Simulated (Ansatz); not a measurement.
# Si2W (I4/mmm): modes against uniaxial strain along c, part 3 of 3

Wanted: the shifts of the zone-centre modes of Si2W (I4/mmm) with strain.

Ansatz 0.2.0; DFT PBEsol, scalar-relativistic, plane waves, PAW; PAW set soft_1.

So far, highest optical mode at the zone centre (no LO-TO term) (cm⁻¹): step 4 (modes at rest) 449; step 6 (strain 4 %) 392.

### 8. Modes of this member: uniaxial strain of -4 % along c

The zone-centre modes follow for uniaxial strain of -4 % along c.

File input.yaml:

```yaml
crystal:
  lattice:
    - [-1.6131050052, 1.6131050052, 3.7516400023]
    - [1.6131050052, -1.6131050052, 3.7516400023]
    - [1.6131050052, 1.6131050052, -3.7516400023]
  atoms:
    - { symbol: Si, position: [0.3342785415, 0.3342785415, 0.0] }
    - { symbol: Si, position: [0.6657214585, 0.6657214585, 0.0] }
    - { symbol: W, position: [0.0, 0.0, 0.0] }
kpoints:
  mp_grid: { grid: [20, 20, 20] }
hamiltonian:
  xc: pbesol
  pseudopotentials: { kind: paw, azcp: { folder: soft_1 }, xc_functional: pbe }
scf:
  occupations: { method: methfessel_paxton, width: 0.2 }
output:
  eigenvalues: true
phonons:
  method: dfpt
```

Run with:

```bash
$ ansatz run input.yaml --threads 4 --pin off --max-ram 10240MiB --backend cpu --events-out ev --progress --plain --runs-dir out
```

Numbers of over 12 decimals in the logs are rounded to 6 here.

The log of the run:

```text
[...]
Crystal: 3 atoms, lattice volume = 39.049 Å³
Basis set: ecut = 420 eV, 777 PW (Γ), exchange–correlation on 60×60×60 points (8 copies of the dense FFT grid, shifted against one another)
Bands: 15, of which v1, the nominal top of the filled ones, is band 11 counted from 1 (10 counted from 0)
Symmetry: 16 space group operations
k-points: 1166 of 8000 (irreducible under 4 space group operations, time reversal used)
[...]
k-point 2: bands = [... 7 lower, 13.3054, 13.8361, 15.4063, 16.1465, 19.6647, 20.2887, 20.3290, 20.8864]
  k-point 1165: bands = [... 7 lower, 14.3697, 16.0570, 16.0570, 16.7309, 16.7309, 17.8124, 22.7042, 22.7897]
[...]
ASR residual: 6.886e-6 → 0.000e0 eV/Å²; symmetrization residual: 1.721e-6 eV/Å²
  ASR residual per site (eV/Å²): 6.89e-6 6.89e-6 2.61e-6
  Γ frequencies (cm⁻¹): 0.00 0.00 0.00 263.86 263.86 344.58 344.58 354.99 512.92
[...]
[key lines of the parts left out:]
SCF converged after 9 iterations
Free energy (F): -11501.791293 eV
Fermi energy:    17.066296 eV
```

Wall time 91 s (4 threads of Arm Neoverse V1, shared host); peak memory 2 GiB.

Numbers from this step:

| Property | Result |
| --- | --- |
| sum-rule residual before enforcement | 6.89e-6 eV/Å² |
| highest optical mode at the zone centre (no LO-TO term) | 512.9 cm⁻¹ |
| lowest optical zone-centre mode | 263.9 cm⁻¹ |

Patterns of degenerate modes are one choice out of their space. The modes at Γ (shares of kinetic energy by element, %):

```csv
mode,frequency (cm⁻¹),symmetry,Si %,W %
1,0.0,acoustic,23,77
2,0.0,acoustic,23,77
3,0.0,acoustic,23,77
4,263.9,Eu,77,23
5,263.9,Eu,77,23
6,344.6,Eg,100,0
7,344.6,Eg,100,0
8,355.0,A2u,77,23
9,512.9,A1g,100,0
```

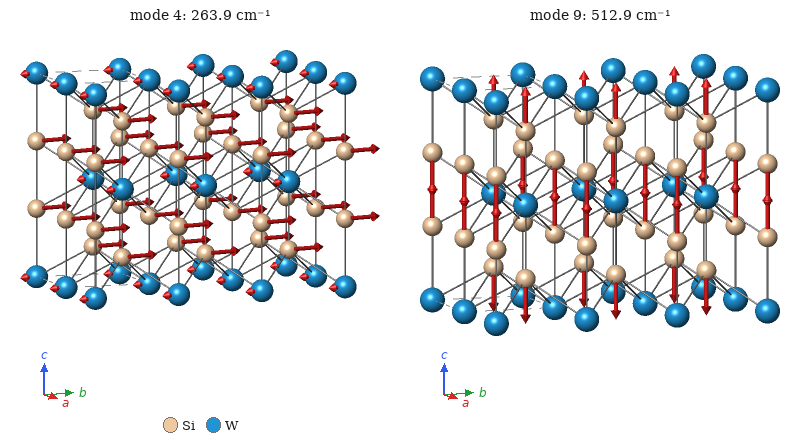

Displacement patterns of modes 4 and 9 at Γ; arrows are exaggerated. 2×3×1 conventional cells are drawn. Some periodic images of atoms are drawn too.

The lowest optical mode is real, 264 cm⁻¹, and the highest lies at 512.9 cm⁻¹.

Between step 4 and this run (strain -4 %) the value for the highest optical mode at the zone centre (no LO-TO term) moves from 449 cm⁻¹ to 513 cm⁻¹ (+14 %).

### 9. The series together

The members are set side by side, also those not shown above.

Stress is positive in compression; energies are extrapolated to zero smearing, and E0 is that at rest; the edges not held and the atoms are relaxed in each cell; all runs use 20×20×20 k points and Methfessel-Paxton smearing of 0.2 eV. State of the crystal along the series:

```csv
strain (%),stress along the axis (GPa),free strain along a (%),free strain along b (%),E - E0 (meV/atom)
-4,25.01,0.7264,0.7264,39.85
-3,17.99,0.54,0.54,21.74
-2,11.5,0.3571,0.3571,9.375
-1,5.513,0.1772,0.1772,2.277
0,2.45e-4,0,0,0
1,-5.045,-0.1742,-0.1742,2.122
2,-9.607,-0.3475,-0.3475,8.225
3,-13.71,-0.5202,-0.5202,17.89
4,-17.38,-0.6931,-0.6931,30.74
```

Optical modes are counted from below at rest and tracked from member to member by their patterns, and modes that stay within 0.3 cm⁻¹ of each other stand once; labels, where given, are those at rest; the edges not held and the atoms are relaxed in each cell; all runs use 20×20×20 k points and Methfessel-Paxton smearing of 0.2 eV. Optical modes along the series:

```csv
strain (%),optical mode 1 Eu (cm⁻¹),optical mode 2 A2u (cm⁻¹),optical mode 3 Eg (cm⁻¹),optical mode 4 A1g (cm⁻¹)
-4,263.9,355,344.6,512.9
-3,263.7,342,344.5,495.8
-2,263.4,329.4,343.8,479.4
-1,262.9,317.2,342.7,463.9
0,262.2,305.4,341.1,449
1,261.4,294.1,339,434.3
2,260.5,283.1,336.5,419.6
3,259.5,272.6,333.7,405.5
4,258.4,262.5,330.5,392.4
```

Value and slope at zero strain of a cubic (a lower polynomial where under five rows exist) through the rows within 2 % of rest. Slopes at rest:

```csv
mode,frequency (cm⁻¹),shift per percent of strain (cm⁻¹),shift per GPa of compressive stress (cm⁻¹)
optical mode 1 Eu,262.2,-0.75,0.14
optical mode 2 A2u,305.4,-11.57,2.19
optical mode 3 Eg,341.1,-1.85,0.35
optical mode 4 A1g,449,-14.73,2.79
```

### 10. Results

| Item | Value |
| --- | --- |
| members | 9 |
| highest optical mode at the zone centre (no LO-TO term), at rest | 449.0 cm⁻¹ |
| Young’s modulus along c | 528 GPa |
| optical mode 1 Eu, shift per percent | -0.75 cm⁻¹ |
| optical mode 2 A2u, shift per percent | -11.57 cm⁻¹ |
| optical mode 3 Eg, shift per percent | -1.85 cm⁻¹ |
| optical mode 4 A1g, shift per percent | -14.73 cm⁻¹ |

The stress changes by 5.28 GPa for each percent, a Young’s modulus of 528 GPa along c. For each percent the free edge responds with -0.18 %. Within 2 % of rest optical mode 3 Eg bends away from a straight line, so a single slope holds only near rest. The fastest shift in the table of slopes is -14.7 cm⁻¹ for each percent (optical mode 4 A1g), or 2.8 cm⁻¹ for each GPa of compressive stress. For small strain, the measured shift of a line that Raman or infrared light can see, divided by its slope, estimates the stress, if the state of stress is of this kind. These are harmonic frequencies at zero temperature: anharmonic shifts, linewidths and thermal expansion are left out. Spin-orbit coupling is left out, which can matter for the heavy elements here. With no gap, or one that is small against the smearing, the frequencies hang on the k mesh and the smearing, most of all near Kohn anomalies. The PAW files were made for PBE; the program adapts parts of them to the functional of the run, but their partial waves stay those of PBE, an approximation that was not tested in this session. Only the zone centre was solved, so an instability at another wavevector cannot show here.

[Logs are printed without paths, hosts, clocks, repeated set-up lines and the standing remarks that a program may print on its own settings, such as how far it seeks lower states.]

[Hosts, paths, dates, database ids (printed as entryN), source tags and the programs' standing remarks are cut or masked in the printed files.]
